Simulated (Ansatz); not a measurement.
# C2H8N2OSi: the cost of one run

All numbers are computed with Ansatz 0.2.0, driven from Python. The levels of theory stand in the script.

## 1. Starting point

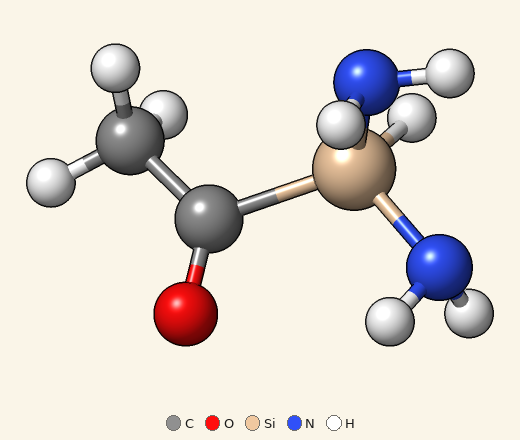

The structure that the script starts from, seen from a chosen angle (carbon grey, oxygen red, silicon light orange, nitrogen blue, hydrogen white).

No structure file is read: the coordinates are typed or built in the script.

## 2. Script

disp_c2h8n2osi.py

```python
# -*- coding: utf-8 -*-
"""Dispersion corrections for C2H8N2OSi."""

import ansatz as az


def main():
    geometry_ang = [
        ("C", (1.7731, 1.1402, 0.8326)),
        ("C", (0.455, 1.0713, 0.1228)),
        ("O", (-0.2462, 2.0445, -0.1346)),
        ("Si", (-0.189, -0.6216, -0.413)),
        ("N", (-0.8448, -1.5832, 0.8157)),
        ("N", (-1.6218, -0.5679, -1.3228)),
        ("H", (2.5656, 0.7309, 0.2002)),
        ("H", (2.0112, 2.1856, 1.0508)),
        ("H", (1.7225, 0.5921, 1.7772)),
        ("H", (0.781, -1.4364, -1.1653)),
        ("H", (-1.2648, -2.3798, 0.3404)),
        ("H", (-1.6414, -1.0818, 1.2005)),
        ("H", (-2.1288, 0.2641, -1.0175)),
        ("H", (-1.3714, -0.358, -2.2871)),
    ]
    mol = az.Crystal.molecule()
    for symbol, xyz in geometry_ang:
        mol = mol.atom(symbol, xyz)

    calculation = mol.calculation().basis(gaussian="def2-SVP")
    for name in ["r2scan", "pbe"]:
        for correction in ("d3bj", "d4"):
            rep = calculation.functional(name, dispersion=correction).run(threads=1, pin="off").report
            print(f"{name:8s} {correction:5s} total {rep['free_energy_ev']:.5f} eV, of which dispersion {1000 * rep['dispersion']['energy']['ev']:.2f} meV")


if __name__ == "__main__":
    main()
```

## 3. What the engine is handed

The engine receives this input (first run):

```yaml
crystal:
  periodic: [false, false, false]
  atoms:
    - { symbol: C, position_ang: [1.7731, 1.1402, 0.8326] }
    - { symbol: C, position_ang: [0.455, 1.0713, 0.1228] }
    - { symbol: O, position_ang: [-0.2462, 2.0445, -0.1346] }
    - { symbol: Si, position_ang: [-0.189, -0.6216, -0.413] }
    - { symbol: "N", position_ang: [-0.8448, -1.5832, 0.8157] }
    - { symbol: "N", position_ang: [-1.6218, -0.5679, -1.3228] }
    - { symbol: H, position_ang: [2.5656, 0.7309, 0.2002] }
    - { symbol: H, position_ang: [2.0112, 2.1856, 1.0508] }
    - { symbol: H, position_ang: [1.7225, 0.5921, 1.7772] }
    - { symbol: H, position_ang: [0.781, -1.4364, -1.1653] }
    - { symbol: H, position_ang: [-1.2648, -2.3798, 0.3404] }
    - { symbol: H, position_ang: [-1.6414, -1.0818, 1.2005] }
    - { symbol: H, position_ang: [-2.1288, 0.2641, -1.0175] }
    - { symbol: H, position_ang: [-1.3714, -0.358, -2.2871] }
basis:
  gaussian:
    orbitals: def2-SVP
hamiltonian:
  xc: r2scan
  dispersion: d3bj
```

## 4. The run

Started as:

```bash
python disp_c2h8n2osi.py
```

**Question.** How long does this script take on 1 thread of Arm Neoverse V1, shared host, and how much memory does it need?

About 28 s, with a peak of 0.25 GiB.
